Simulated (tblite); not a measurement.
**C$_{3}$H$_{8}$BCl$_{2}$Ga: geometry relaxation (part 2 of 4)**

Continued. System: C$_{3}$H$_{8}$BCl$_{2}$Ga, SMILES C=C(C)[BH-]1[Cl+][GaH2-][Cl+]1. Method: GFN2-xTB geometry optimisation, gas phase (tblite 0.8.0). It belongs to a series of runs on one base structure; here: Ga replaced by B.

Geometry of the input (Å):
```
C  -2.0380  -0.9716  -0.1020
C  -1.0812  -0.0620  0.0199
C  -1.3555  1.2773  -0.5815
B  0.2781  -0.3593  0.7597
Cl 1.4740  1.0286  0.4809
Ga 2.9207  -0.2856  -0.4837
Cl 1.3141  -1.6738  -0.0223
H  -2.9672  -0.7353  -0.6102
H  -1.9223  -1.9735  0.3126
H  -1.9062  1.2061  -1.5387
H  -1.8857  1.8455  0.1950
H  -0.3592  1.7309  -0.7367
H  0.1099  -0.4641  1.9413
H  4.2710  -0.4499  0.3886
H  3.1432  -0.1052  -2.0560
```

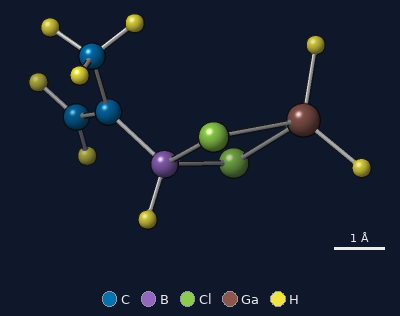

Fig. 1: The geometry at step 61 of the log (ball-and-stick view, seen at a tilt).

Trajectory as extended XYZ, continued
```
15
Properties=species:S:1:pos:R:3:forces:R:3 step=35 energy=-602.05489
C    -1.9422   -1.0224   -0.1353   -0.0020   0.0240  -0.0050
C    -1.0740   -0.0263   -0.0005    0.1010   0.0650   0.0670
C    -1.3595    1.3188   -0.6195    0.0010  -0.0840   0.0350
B     0.2712   -0.2725    0.8400   -0.1500   0.0280  -0.0840
Cl    1.5522    1.1108    0.6563   -0.0090  -0.0040   0.0020
Ga    2.9118   -0.3101   -0.4654    0.0060  -0.0280   0.0090
Cl    1.2214   -1.7226    0.0058    0.0340  -0.0080   0.0120
H    -2.8611   -0.9281   -0.6892   -0.0220   0.0450  -0.0290
H    -1.7613   -1.9835    0.3139   -0.0100  -0.0490   0.0030
H    -2.1353    1.2489   -1.3797    0.0250  -0.0400   0.0300
H    -1.7066    2.0106    0.1502    0.1020  -0.0130  -0.0170
H    -0.4572    1.7319   -1.0696   -0.0630   0.0310  -0.0190
H     0.1435   -0.5197    1.9848    0.0030  -0.0100  -0.0050
H     4.1811   -0.6935    0.3442    0.0030   0.0400  -0.0010
H     3.0116    0.0658   -1.9691   -0.0190   0.0030   0.0040
15
Properties=species:S:1:pos:R:3:forces:R:3 step=38 energy=-602.06045
C    -1.9348   -1.0284   -0.1433   -0.0100   0.0290  -0.0220
C    -1.0718   -0.0287    0.0031   -0.0030   0.0110   0.0440
C    -1.3518    1.3143   -0.6174   -0.0090  -0.0050  -0.0190
B     0.2582   -0.2689    0.8493    0.0670  -0.0330   0.0040
Cl    1.5374    1.1114    0.6465   -0.0180   0.0500   0.0730
Ga    2.8987   -0.3049   -0.4646    0.0240  -0.0380  -0.0080
Cl    1.2277   -1.7271    0.0408   -0.0030  -0.0210  -0.0450
H    -2.8443   -0.9290   -0.7117   -0.0390   0.0090  -0.0120
H    -1.7571   -1.9932    0.3040   -0.0220   0.0200  -0.0280
H    -2.1673    1.2528   -1.3336   -0.0220  -0.0300   0.0000
H    -1.6334    2.0357    0.1520    0.0840  -0.0560   0.0060
H    -0.4674    1.6976   -1.1269   -0.0330  -0.0060  -0.0080
H     0.1355   -0.5198    1.9937   -0.0180   0.0430   0.0100
H     4.1655   -0.7136    0.3331    0.0290   0.0510   0.0080
H     3.0006    0.1098   -1.9584   -0.0260  -0.0250  -0.0010
15
Properties=species:S:1:pos:R:3:forces:R:3 step=42 energy=-602.06526
C    -1.9355   -1.0301   -0.1549   -0.0170  -0.0150   0.0090
C    -1.0722   -0.0334    0.0115   -0.0140  -0.0610  -0.1100
C    -1.3443    1.3054   -0.6173    0.0220   0.0200  -0.0070
B     0.2565   -0.2712    0.8579    0.0290   0.0100   0.0420
Cl    1.5222    1.1231    0.6514    0.0420  -0.0540   0.0300
Ga    2.8913   -0.3051   -0.4663   -0.0270   0.0350   0.0240
Cl    1.2335   -1.7334    0.0616   -0.0230   0.0380  -0.0330
H    -2.8412   -0.9270   -0.7318    0.0190   0.0190   0.0220
H    -1.7643   -1.9987    0.2876   -0.0290   0.0250  -0.0240
H    -2.1946    1.2534   -1.2926   -0.0270   0.0160   0.0400
H    -1.5500    2.0432    0.1568   -0.0310   0.0110   0.0340
H    -0.4788    1.6620   -1.1745    0.0280  -0.0500  -0.0570
H     0.1241   -0.5051    2.0046    0.0160   0.0020   0.0120
H     4.1595   -0.7164    0.3252    0.0430   0.0520   0.0140
H     2.9895    0.1414   -1.9524   -0.0320  -0.0480   0.0050
15
Properties=species:S:1:pos:R:3:forces:R:3 step=45 energy=-602.07115
C    -1.9431   -1.0278   -0.1633    0.0300   0.0090  -0.0280
C    -1.0657   -0.0453    0.0012    0.1250   0.0950   0.0810
C    -1.3355    1.3006   -0.6191   -0.0010  -0.0310   0.0130
B     0.2647   -0.2764    0.8667   -0.1720  -0.0040  -0.1110
Cl    1.5210    1.1185    0.6633    0.0380  -0.0150   0.0230
Ga    2.8836   -0.3044   -0.4609    0.0720   0.0470   0.0310
Cl    1.2394   -1.7377    0.0700   -0.0160   0.0090  -0.0020
H    -2.8433   -0.9074   -0.7419   -0.0450   0.0150  -0.0150
H    -1.7875   -1.9996    0.2688    0.0030  -0.0840   0.0410
H    -2.2175    1.2512   -1.2547    0.0150   0.0760   0.0410
H    -1.4982    2.0441    0.1633    0.0030  -0.0400  -0.0480
H    -0.4893    1.6369   -1.2197   -0.0080  -0.0500  -0.0040
H     0.1246   -0.5030    2.0140    0.0030  -0.0210  -0.0050
H     4.1716   -0.6840    0.3269   -0.0170   0.0490  -0.0180
H     2.9706    0.1421   -1.9478   -0.0310  -0.0530   0.0000
15
Properties=species:S:1:pos:R:3:forces:R:3 step=48 energy=-602.07622
C    -1.9503   -1.0233   -0.1722    0.0120  -0.0360  -0.0050
C    -1.0567   -0.0542   -0.0036   -0.1300  -0.0140   0.0420
C    -1.3247    1.2910   -0.6184   -0.0100   0.0090  -0.0070
B     0.2577   -0.2857    0.8655    0.0690  -0.0230   0.0120
Cl    1.5228    1.1127    0.6733   -0.0060   0.0030   0.0080
Ga    2.8884   -0.2970   -0.4535    0.0220   0.0390   0.0110
Cl    1.2460   -1.7422    0.0740    0.0050   0.0150   0.0160
H    -2.8521   -0.8785   -0.7470    0.0250  -0.0110   0.0070
H    -1.8183   -2.0042    0.2526    0.0240  -0.0050   0.0170
H    -2.2288    1.2562   -1.2189   -0.0370   0.0540  -0.0330
H    -1.4554    2.0342    0.1665    0.0450   0.0500   0.0030
H    -0.4967    1.6082   -1.2514    0.0340  -0.0030  -0.0020
H     0.1244   -0.5016    2.0177   -0.0330  -0.0490  -0.0600
H     4.1866   -0.6335    0.3292    0.0040   0.0170   0.0020
H     2.9528    0.1258   -1.9470   -0.0230  -0.0450  -0.0110
15
Properties=species:S:1:pos:R:3:forces:R:3 step=51 energy=-602.08074
C    -1.9485   -1.0327   -0.1816   -0.0410   0.0270   0.0490
C    -1.0678   -0.0556    0.0034    0.0560  -0.0260  -0.0620
C    -1.3208    1.2896   -0.6205   -0.0140   0.0010   0.0180
B     0.2537   -0.2896    0.8662    0.0100   0.0080   0.0090
Cl    1.5229    1.1128    0.6868   -0.0460   0.0250   0.0040
Ga    2.8895   -0.2808   -0.4457   -0.0330  -0.0040  -0.0270
Cl    1.2458   -1.7362    0.0835    0.0280   0.0080  -0.0140
H    -2.8477   -0.8789   -0.7570   -0.0020  -0.0600  -0.0090
H    -1.8192   -2.0133    0.2468    0.0200   0.0300  -0.0160
H    -2.2491    1.2798   -1.1877    0.0390   0.0360  -0.0110
H    -1.3977    2.0421    0.1629    0.0380   0.0630  -0.0260
H    -0.5011    1.5723   -1.2852   -0.0530  -0.0260   0.0440
H     0.1136   -0.5038    2.0150   -0.0230  -0.0600   0.0220
H     4.1887   -0.6228    0.3253    0.0340   0.0150   0.0190
H     2.9332    0.1249   -1.9454   -0.0130  -0.0360   0.0000
15
Properties=species:S:1:pos:R:3:forces:R:3 step=54 energy=-602.08533
C    -1.9546   -1.0330   -0.1855   -0.0090   0.0350   0.0060
C    -1.0692   -0.0617    0.0011    0.1050   0.0600   0.0010
C    -1.3172    1.2875   -0.6196    0.0320   0.0150   0.0310
B     0.2553   -0.2996    0.8676   -0.1040   0.0090  -0.0170
Cl    1.5176    1.1120    0.7071   -0.0580   0.0130  -0.0010
Ga    2.8898   -0.2659   -0.4360    0.0020  -0.0380   0.0140
Cl    1.2565   -1.7356    0.0896    0.0390  -0.0080  -0.0290
H    -2.8463   -0.8714   -0.7680   -0.0570  -0.0620  -0.0100
H    -1.8292   -2.0162    0.2338    0.0240  -0.0130   0.0090
H    -2.2678    1.3081   -1.1484    0.0310  -0.0060   0.0190
H    -1.3267    2.0570    0.1517    0.0060   0.0060  -0.0100
H    -0.5213    1.5338   -1.3238    0.0150  -0.0040  -0.0140
H     0.1023   -0.5297    2.0116   -0.0070  -0.0240   0.0370
H     4.2073   -0.5768    0.3295   -0.0280   0.0240  -0.0190
H     2.8989    0.0994   -1.9440    0.0100  -0.0060  -0.0180
15
Properties=species:S:1:pos:R:3:forces:R:3 step=57 energy=-602.08747
C    -1.9555   -1.0308   -0.1859    0.0150  -0.0070  -0.0250
C    -1.0668   -0.0609    0.0005   -0.0700   0.0020   0.0080
C    -1.3128    1.2888   -0.6170    0.0410   0.0320  -0.0300
B     0.2477   -0.3018    0.8704    0.0210  -0.0030   0.0330
Cl    1.5062    1.1159    0.7114   -0.0310  -0.0340   0.0020
Ga    2.8876   -0.2627   -0.4333   -0.0160  -0.0070   0.0050
Cl    1.2638   -1.7363    0.0926   -0.0040   0.0030  -0.0130
H    -2.8462   -0.8790   -0.7747   -0.0180  -0.0240   0.0220
H    -1.8255   -2.0164    0.2294    0.0190   0.0170   0.0070
H    -2.2724    1.3197   -1.1290    0.0260  -0.0080   0.0360
H    -1.2920    2.0669    0.1454   -0.0060  -0.0180   0.0000
H    -0.5290    1.5148   -1.3406    0.0350   0.0210  -0.0330
H     0.0937   -0.5405    2.0139    0.0000  -0.0010   0.0040
H     4.2086   -0.5668    0.3278   -0.0260   0.0280  -0.0140
H     2.8882    0.0970   -1.9441    0.0140  -0.0020  -0.0010
15
Properties=species:S:1:pos:R:3:forces:R:3 step=61 energy=-602.08908
C    -1.9570   -1.0317   -0.1911    0.0000  -0.0010   0.0060
C    -1.0714   -0.0604    0.0014    0.0300  -0.0060   0.0020
C    -1.3022    1.2914   -0.6190   -0.0060  -0.0270   0.0070
B     0.2429   -0.3043    0.8752   -0.0130  -0.0150  -0.0070
Cl    1.4942    1.1124    0.7180    0.0080  -0.0080   0.0040
Ga    2.8825   -0.2588   -0.4310   -0.0190   0.0110  -0.0180
Cl    1.2667   -1.7350    0.0919   -0.0370  -0.0160   0.0040
H    -2.8518   -0.8881   -0.7759    0.0060   0.0060   0.0040
H    -1.8222   -2.0154    0.2268    0.0130   0.0060   0.0130
H    -2.2717    1.3312   -1.1080   -0.0100   0.0100  -0.0300
H    -1.2614    2.0706    0.1406    0.0240   0.0030   0.0020
H    -0.5284    1.5014   -1.3594    0.0060   0.0120   0.0040
H     0.0869   -0.5483    2.0171    0.0010  -0.0060   0.0040
H     4.2074   -0.5483    0.3248   -0.0100   0.0220   0.0030
H     2.8812    0.0912   -1.9447    0.0090   0.0070   0.0030
15
Properties=species:S:1:pos:R:3:forces:R:3 step=64 energy=-602.08970
C    -1.9591   -1.0310   -0.1919    0.0060  -0.0010   0.0170
C    -1.0705   -0.0627    0.0010   -0.0060   0.0120  -0.0190
C    -1.2979    1.2894   -0.6193   -0.0010   0.0140  -0.0060
B     0.2411   -0.3102    0.8760   -0.0030  -0.0090   0.0020
Cl    1.4900    1.1076    0.7213    0.0150   0.0090   0.0080
Ga    2.8784   -0.2550   -0.4325   -0.0080  -0.0130   0.0200
Cl    1.2637   -1.7380    0.0920   -0.0040  -0.0140  -0.0070
H    -2.8551   -0.8862   -0.7741    0.0110   0.0070  -0.0030
H    -1.8234   -2.0137    0.2271    0.0000  -0.0180   0.0150
H    -2.2695    1.3379   -1.1039   -0.0060  -0.0080  -0.0160
H    -1.2454    2.0700    0.1379    0.0070   0.0040   0.0210
H    -0.5281    1.4984   -1.3641    0.0180  -0.0110  -0.0070
H     0.0848   -0.5556    2.0176   -0.0050  -0.0040   0.0030
H     4.2076   -0.5265    0.3254   -0.0230   0.0130   0.0000
H     2.8790    0.0837   -1.9457    0.0010   0.0170  -0.0280
15
Properties=species:S:1:pos:R:3:forces:R:3 step=67 energy=-602.09012
C    -1.9570   -1.0322   -0.1896    0.0000   0.0000   0.0070
C    -1.0703   -0.0613   -0.0004   -0.0050   0.0000   0.0070
C    -1.2970    1.2908   -0.6210    0.0070   0.0050  -0.0040
B     0.2393   -0.3111    0.8770    0.0070   0.0120  -0.0010
Cl    1.4910    1.1067    0.7230    0.0010   0.0030   0.0120
Ga    2.8725   -0.2560   -0.4341   -0.0030  -0.0100  -0.0120
Cl    1.2564   -1.7399    0.0893    0.0150  -0.0020  -0.0060
H    -2.8535   -0.8910   -0.7722    0.0110   0.0010  -0.0010
H    -1.8169   -2.0135    0.2327   -0.0130   0.0020   0.0040
H    -2.2670    1.3383   -1.1103    0.0130   0.0000   0.0020
H    -1.2455    2.0694    0.1391   -0.0100  -0.0010  -0.0010
H    -0.5232    1.5009   -1.3621    0.0040  -0.0140  -0.0010
H     0.0836   -0.5553    2.0193   -0.0080  -0.0060  -0.0110
H     4.2000   -0.5272    0.3246   -0.0120   0.0050   0.0080
H     2.8832    0.0892   -1.9485   -0.0100   0.0070  -0.0030
15
Properties=species:S:1:pos:R:3:forces:R:3 step=70 energy=-602.09040
C    -1.9575   -1.0316   -0.1870   -0.0020   0.0040  -0.0080
C    -1.0703   -0.0609   -0.0003    0.0190  -0.0060   0.0200
C    -1.2941    1.2917   -0.6220    0.0030  -0.0310   0.0130
B     0.2397   -0.3121    0.8767   -0.0030   0.0080  -0.0010
Cl    1.4907    1.1056    0.7276   -0.0010  -0.0100   0.0050
Ga    2.8694   -0.2573   -0.4359   -0.0020   0.0110  -0.0230
Cl    1.2577   -1.7426    0.0868    0.0030   0.0090  -0.0010
H    -2.8523   -0.8898   -0.7714   -0.0080   0.0000  -0.0040
H    -1.8195   -2.0132    0.2354   -0.0060   0.0120   0.0060
H    -2.2635    1.3409   -1.1107   -0.0080   0.0000  -0.0080
H    -1.2416    2.0693    0.1388    0.0010   0.0060  -0.0080
H    -0.5204    1.4967   -1.3638    0.0160   0.0030  -0.0020
H     0.0808   -0.5611    2.0175    0.0010  -0.0040  -0.0060
H     4.1962   -0.5153    0.3268   -0.0020  -0.0040   0.0070
H     2.8802    0.0876   -1.9518   -0.0110   0.0040   0.0120
15
Properties=species:S:1:pos:R:3:forces:R:3 step=73 energy=-602.09059
C    -1.9584   -1.0309   -0.1855   -0.0030   0.0010  -0.0020
C    -1.0694   -0.0619    0.0012   -0.0040   0.0010  -0.0080
C    -1.2916    1.2897   -0.6220    0.0020   0.0030  -0.0080
B     0.2403   -0.3123    0.8766    0.0000  -0.0090   0.0070
Cl    1.4903    1.1033    0.7299    0.0020   0.0010   0.0010
Ga    2.8670   -0.2572   -0.4402    0.0060   0.0100   0.0110
Cl    1.2584   -1.7434    0.0851    0.0010   0.0060  -0.0040
H    -2.8526   -0.8882   -0.7706   -0.0060   0.0010  -0.0020
H    -1.8228   -2.0119    0.2387   -0.0050   0.0020   0.0070
H    -2.2597    1.3414   -1.1140    0.0030  -0.0130  -0.0010
H    -1.2413    2.0682    0.1383    0.0050   0.0030  -0.0080
H    -0.5154    1.4948   -1.3620    0.0070   0.0000   0.0060
H     0.0796   -0.5640    2.0159    0.0060  -0.0080   0.0120
H     4.1921   -0.5080    0.3288   -0.0020  -0.0070  -0.0020
H     2.8790    0.0883   -1.9536   -0.0120   0.0080  -0.0080
15
Properties=species:S:1:pos:R:3:forces:R:3 step=77 energy=-602.09094
C    -1.9585   -1.0297   -0.1832   -0.0060  -0.0030   0.0140
C    -1.0682   -0.0614    0.0023   -0.0120  -0.0010   0.0070
C    -1.2876    1.2883   -0.6251    0.0070   0.0190  -0.0020
B     0.2406   -0.3138    0.8795   -0.0070  -0.0130  -0.0020
Cl    1.4917    1.1010    0.7363   -0.0110   0.0110   0.0100
Ga    2.8640   -0.2531   -0.4443   -0.0040   0.0100   0.0020
Cl    1.2573   -1.7408    0.0784   -0.0050  -0.0070   0.0010
H    -2.8524   -0.8904   -0.7704    0.0120   0.0070   0.0060
H    -1.8245   -2.0074    0.2491   -0.0090  -0.0040  -0.0050
H    -2.2534    1.3356   -1.1229    0.0270  -0.0020  -0.0100
H    -1.2442    2.0698    0.1331   -0.0010  -0.0120  -0.0060
H    -0.5038    1.4940   -1.3572   -0.0140  -0.0040  -0.0080
H     0.0802   -0.5714    2.0180    0.0090  -0.0020  -0.0030
H     4.1828   -0.5098    0.3309    0.0160  -0.0050  -0.0110
H     2.8714    0.0970   -1.9577   -0.0030   0.0060   0.0080
15
Properties=species:S:1:pos:R:3:forces:R:3 step=80 energy=-602.09133
C    -1.9645   -1.0274   -0.1800   -0.0020   0.0060   0.0110
C    -1.0687   -0.0642    0.0046    0.0180   0.0000   0.0170
C    -1.2784    1.2853   -0.6278    0.0070  -0.0310   0.0090
B     0.2391   -0.3226    0.8820    0.0060   0.0130   0.0000
Cl    1.4875    1.0989    0.7455   -0.0140  -0.0020   0.0080
Ga    2.8610   -0.2438   -0.4470   -0.0160   0.0050   0.0070
Cl    1.2613   -1.7420    0.0760   -0.0080   0.0010  -0.0020
H    -2.8545   -0.8822   -0.7710   -0.0070   0.0020   0.0020
H    -1.8395   -2.0049    0.2548   -0.0030  -0.0060  -0.0020
H    -2.2434    1.3330   -1.1252    0.0000   0.0190  -0.0220
H    -1.2291    2.0691    0.1265   -0.0100   0.0010   0.0080
H    -0.4946    1.4829   -1.3610    0.0070  -0.0040  -0.0260
H     0.0815   -0.5840    2.0200    0.0000  -0.0040  -0.0070
H     4.1798   -0.4914    0.3318    0.0170  -0.0060  -0.0260
H     2.8580    0.1013   -1.9625    0.0050   0.0070   0.0230
15
Properties=species:S:1:pos:R:3:forces:R:3 step=83 energy=-602.09233
C    -1.9756   -1.0231   -0.1664    0.0080   0.0020  -0.0110
C    -1.0691   -0.0691    0.0143    0.0100   0.0020  -0.0250
C    -1.2572    1.2755   -0.6358   -0.0120  -0.0220  -0.0280
B     0.2367   -0.3356    0.8896    0.0230   0.0380   0.0180
Cl    1.4767    1.0961    0.7698    0.0080  -0.0060  -0.0010
Ga    2.8477   -0.2199   -0.4538   -0.0010  -0.0320   0.0500
Cl    1.2605   -1.7389    0.0645    0.0100   0.0080  -0.0100
H    -2.8568   -0.8737   -0.7693   -0.0190   0.0050   0.0140
H    -1.8651   -1.9992    0.2756   -0.0020   0.0020   0.0100
H    -2.2126    1.3263   -1.1513   -0.0190   0.0140   0.0020
H    -1.2152    2.0659    0.1127   -0.0020  -0.0010  -0.0160
H    -0.4641    1.4610   -1.3641    0.0130  -0.0150   0.0240
H     0.0863   -0.6065    2.0252   -0.0210  -0.0250   0.0090
H     4.1692   -0.4794    0.3228   -0.0050   0.0090  -0.0530
H     2.8340    0.1286   -1.9672    0.0080   0.0190   0.0190
```
